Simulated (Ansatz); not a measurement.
# SiH4···H2O: what the fields show

The calculation's input:

```
crystal:
  periodic: [false, false, false]
  atoms:
    - { symbol: Si, position_ang: [0.0, 0.0, 0.0] }
    - { symbol: O, position_ang: [0.0, 0.0, 2.03] }
    - { symbol: H, position_ang: [-0.9095, -0.2814, 2.3671] }
    - { symbol: H, position_ang: [1.3768, 0.0, -0.4862] }
    - { symbol: H, position_ang: [-0.6877, 1.1914, -0.4862] }
    - { symbol: H, position_ang: [-0.6877, -1.1914, -0.4862] }
    - { symbol: H, position_ang: [0.9186, -1.3949, 0.555] }
    - { symbol: H, position_ang: [0.7199, -1.0931, 1.4744] }
basis:
  gaussian: { orbitals: def2-SVP }
hamiltonian:
  xc: pbe0
relax:
  f_tol: 0.15
  max_steps: 25
  restrain:
    - { distance: [0, 6], at: 1.46, k: 30.0 }
    - { distance: [7, 1], at: 1.01, k: 30.0 }
    - { distance: [0, 1], at: 2.88, k: 30.0 }
    - { distance: [7, 6], at: 1.86, k: 30.0 }
output:
  orbitals: {}
```

Launched as:

```sh
ansatz run input.yaml --threads 1 --pin off --max-ram 2048MiB --backend cpu --events-out ev --progress --plain --runs-dir out
```

The fields are those of the run's last geometry, not of the input's.

Not at a stationary point (largest force 1.0 eV/Å).

The calculation used RKS PBE0/def2-SVP (Ansatz 0.2.0).

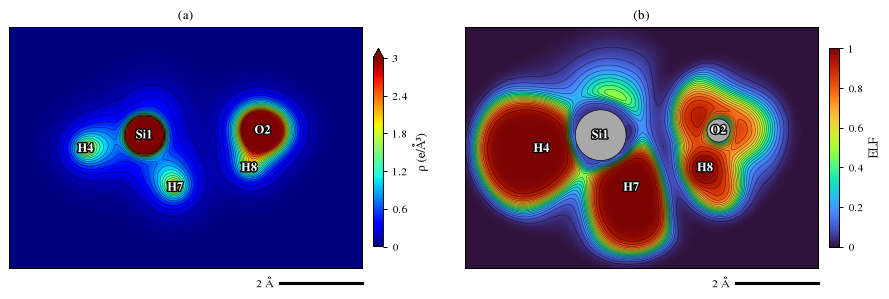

Figure 1. (a) total electron density; (b) electron localisation function on the plane of atoms H4, Si1 and H7. Grey discs cover the atomic cores in the ELF map.

### Read the bonding off the picture.

- Atoms in the plane: Si, O and H.
- H7···H8 (1.87 Å): the density falls to about 0.12 e/Å³ on the way; the ELF dips to about 0.10 between them.
- O–H (0.98 Å): ρ is about 3.6 e/Å³ halfway; the ELF climbs to about 1 towards the hydrogen, as it does in any bond to H; an ordinary covalent bond to hydrogen.
- Si–H (1.47 Å): the density is about 0.76 e/Å³ at the midpoint; the ELF climbs to about 1 towards the hydrogen.
- The ELF also peaks beside O2, away from the bonds: lone-pair regions.

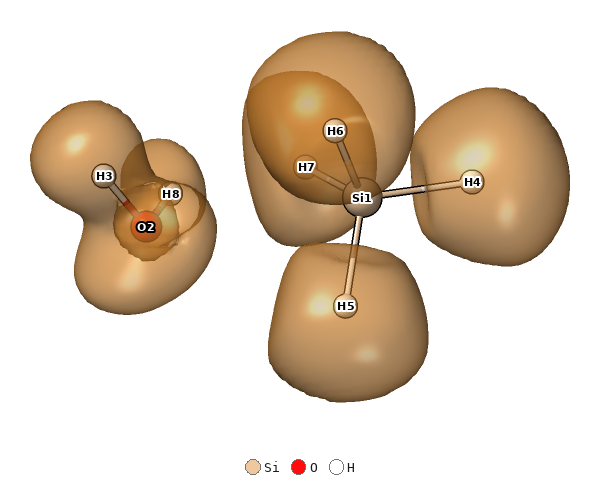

Figure 2. Isosurface of the electron localisation function at 0.75 (orange), seen from one side. Only the valence region is drawn (cores and ρ < 0.01 e/Å³ removed).

### Identify the bonds, lone pairs and shells in this picture.

The surface consists of four regions around hydrogen nuclei and one joined region spread over several atoms (H, O), in which their bonds and any lone pairs are merged.


 O–H (0.97 Å): the ELF climbs to about 1 towards the hydrogen: an ordinary covalent bond to hydrogen.

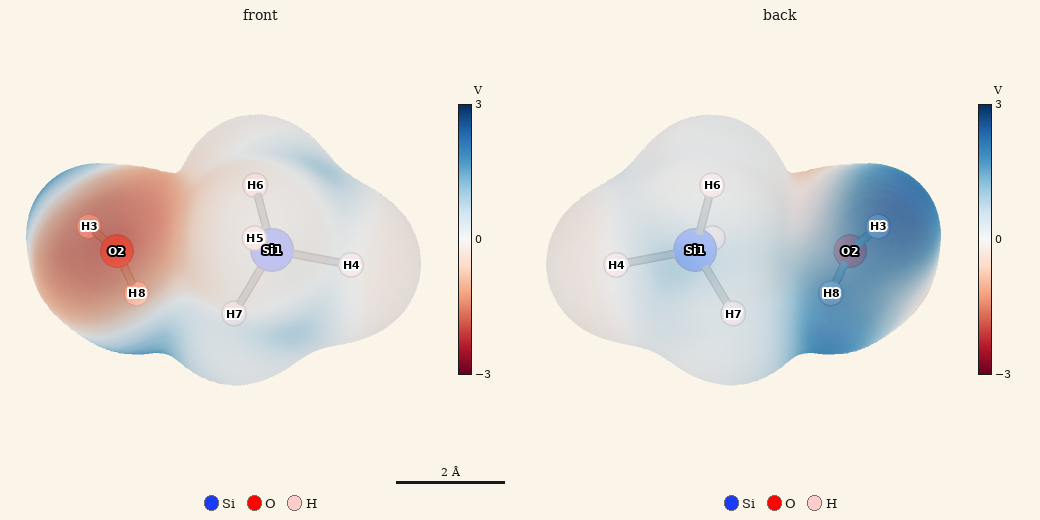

Figure 3. The electrostatic potential painted on the density surface at 0.002 e/bohr³, seen from the front and from behind; red is negative and blue positive.

### Where is the surface potential most negative and most positive?

The most negative region (about −1.7 V) lies over O2, the most positive (about +2.4 V) over H3. O2 is the likeliest acceptor of a hydrogen bond.
